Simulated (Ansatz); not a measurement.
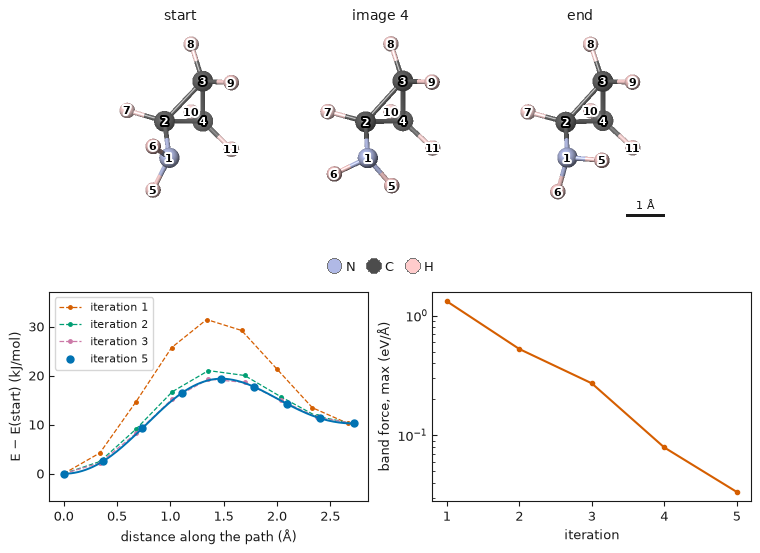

NEB run on C3H7N. Images are numbered from 0 (start) to 8 (end). The plot follows the band through its iterations. A ball-and-stick model, seen from a free direction.

The calculation used RKS BHLYP/def2-SVP (Ansatz).

Input
```yaml
crystal:
  periodic: [false, false, false]
  atoms:
    - { symbol: "N", position_ang: [-1.134061, 0.920198, -0.438498] }
    - { symbol: C, position_ang: [0.16405, 0.482176, -0.037562] }
    - { symbol: C, position_ang: [0.236003, -0.641487, 0.94516] }
    - { symbol: C, position_ang: [0.600552, -0.874333, -0.488136] }
    - { symbol: H, position_ang: [-1.108562, 1.353032, -1.351091] }
    - { symbol: H, position_ang: [-1.506316, 1.600796, 0.208798] }
    - { symbol: H, position_ang: [0.957598, 1.229869, 0.043056] }
    - { symbol: H, position_ang: [1.027396, -0.630368, 1.688038] }
    - { symbol: H, position_ang: [-0.711828, -1.041827, 1.289548] }
    - { symbol: H, position_ang: [1.645251, -1.025232, -0.741365] }
    - { symbol: H, position_ang: [-0.104783, -1.429824, -1.097349] }
basis:
  gaussian: { orbitals: def2-SVP }
hamiltonian:
  xc: { name: BHLYP }
neb:
  order_check: false
  images: 7
  f_tol: 0.05
  max_iterations: 60
  initial_path: idpp
  final_atoms:
    - { symbol: "N", position_ang: [-0.98649947, 1.25566225, -0.23359011] }
    - { symbol: C, position_ang: [0.23031644, 0.56994334, 0.06860852] }
    - { symbol: C, position_ang: [0.20039668, -0.6519665, 0.91595209] }
    - { symbol: C, position_ang: [0.59836476, -0.75754906, -0.53037057] }
    - { symbol: H, position_ang: [-1.78112804, 0.63546334, -0.17863618] }
    - { symbol: H, position_ang: [-0.9660319, 1.63121443, -1.17180098] }
    - { symbol: H, position_ang: [1.05865104, 1.25146847, 0.25193476] }
    - { symbol: H, position_ang: [0.96209229, -0.78147731, 1.67837762] }
    - { symbol: H, position_ang: [-0.77430083, -1.03892364, 1.2023344] }
    - { symbol: H, position_ang: [1.63857885, -0.95969278, -0.76895427] }
    - { symbol: H, position_ang: [-0.11513982, -1.21114252, -1.21325628] }
```

Run as
```bash
ansatz run input.yaml --threads 1 --pin off --max-ram 2048MiB --backend cpu --events-out ev --progress --plain --runs-dir out
```

Question: How did the profile develop, and is the result final?

Answer: The result is final at these settings. The band converged in 5 iterations. The largest component of the band force went from 1.3 to 0.034 eV/Å. The climbing image converged on the top of the path. Its vibrational analysis gives one imaginary mode (309i cm⁻¹), as a transition state must have. The first iteration put the highest image at 31.5 kJ/mol. The energy climbs by 19.4 kJ/mol to image 4 and then falls by 9.1 kJ/mol, so the end point sits at +10.2 kJ/mol.

Cost: 2 min on 1 thread of Intel(R) Xeon(R) 6975P-C (Granite Rapids) (shared host), peak memory 0.2 GiB.
